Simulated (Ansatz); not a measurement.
# CH4GeO2: the cost of one run

Computed with Ansatz 0.2.0, Gaussian basis. Level: the settings change from run to run.

## Step 1: The geometry

An earlier PBE0-D4 in a triple-zeta def2 set relaxation fixed the geometry.

SMILES `O=[C](O)[GeH3]`, 8 atoms, charge 0, spin multiplicity 1.

Atoms are counted from 1 here; the program's logs count them from 0.

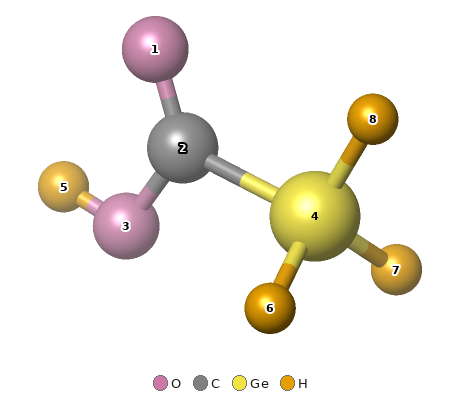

The structure; oxygen pink, carbon grey, germanium yellow, hydrogen amber; atoms are numbered from 1 in the order of the file.

## Step 2: PBE/aug-cc-pVTZ

This run has charge -1, multiplicity 2, atoms shaken by 0.03 Å, D3(BJ) with three-body dispersion.

File in.yaml:

```yaml
crystal:
  periodic: [false, false, false]
  atoms:
    - {symbol: O, position_ang: [1.027994, -1.288188, 1.116947]}
    - {symbol: C, position_ang: [0.765389, -0.292582, 0.369964]}
    - {symbol: O, position_ang: [1.628283, 0.636076, 0.084086]}
    - {symbol: Ge, position_ang: [-1.106060, 0.034759, -0.374538]}
    - {symbol: H, position_ang: [2.436352, 0.402471, 0.486273]}
    - {symbol: H, position_ang: [-1.566977, 1.344577, 0.155369]}
    - {symbol: H, position_ang: [-1.000301, 0.141682, -1.865297]}
    - {symbol: H, position_ang: [-2.021692, -1.181375, 0.110626]}
basis:
  gaussian: {orbitals: aug-cc-pVTZ}
total_charge: -1
magnetization: {spin_polarized: true, initial_magnetization: 1}
hamiltonian: {xc: {name: PBE}, dispersion: d3bjatm}
```

Run with:

```
$ ansatz run in.yaml --threads 2 --pin off --events-out ev --progress --plain --max-ram 4352MiB
```

Q: Estimate wall time and peak memory on 2 threads of Arm Neoverse V1, shared host.

About 75 s, with a peak of 1.4 GiB.
